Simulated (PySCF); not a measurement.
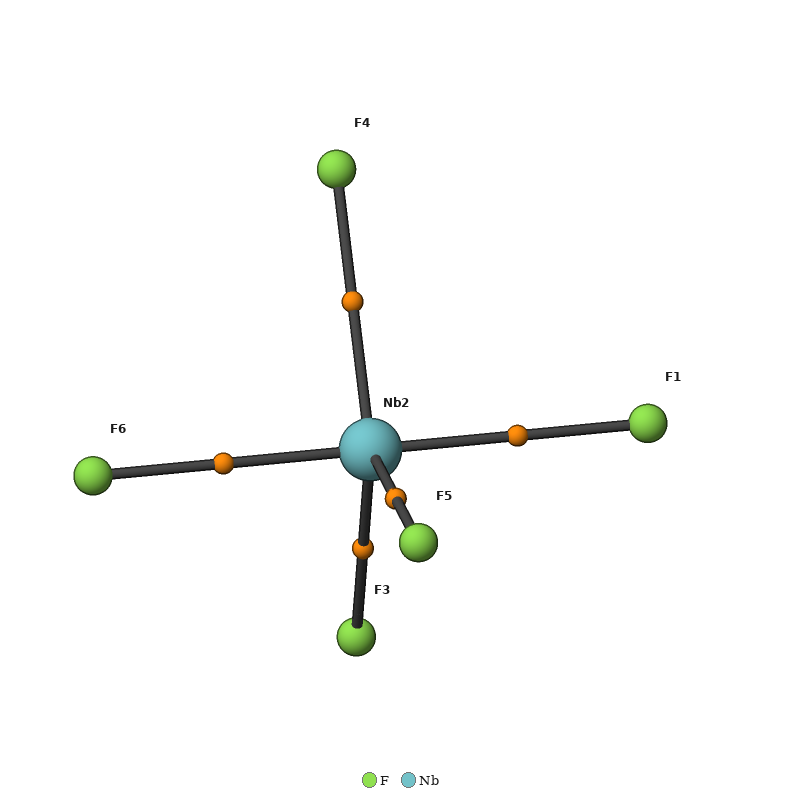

Figure 1: F₅Nb, SMILES `F[Nb](F)(F)(F)F`. Molecular graph of the electron density (QTAIM): bond paths, bond critical points (orange), ring points (yellow, if any); weak paths are dashed.

Level of theory: CAM-B3LYP/def2-TZVP (PySCF), at a geometry from GFN2-xTB. Core potentials replace the inner electrons of Nb; spin–orbit coupling isn't included. This is a single-reference result, which may miss multireference character in this system. No frequency check shows the geometry to be a minimum. GFN2-xTB bond lengths at metals and heavier atoms can be off by up to 0.1 Å and shapes distorted, which carries into these values.

### How many critical points of each kind are there, and does the count close?

6 nuclei, 5 bond, 0 ring and 0 cage critical points: 6 − 5 + 0 − 0 = 1, as the Poincaré–Hopf relation requires.

### What does the calculation give at each kind of bond critical point?

```json
{"bond": "Nb2–F6 (2 alike)", "length (Å)": "1.785", "ρ (a.u.)": "0.185", "∇²ρ (a.u.)": "+0.96", "ε": "0.00", "H (a.u.)": "−0.078"}
{"bond": "Nb2–F3 (3 alike)", "length (Å)": "1.818", "ρ (a.u.)": "0.173", "∇²ρ (a.u.)": "+0.77", "ε": "0.05", "H (a.u.)": "−0.071"}
```

### What kind of interaction is Nb2–F3?

Polar or intermediate (positive Laplacian, negative energy density H): ρ = 0.173, ∇²ρ = +0.77, H = −0.071 a.u.
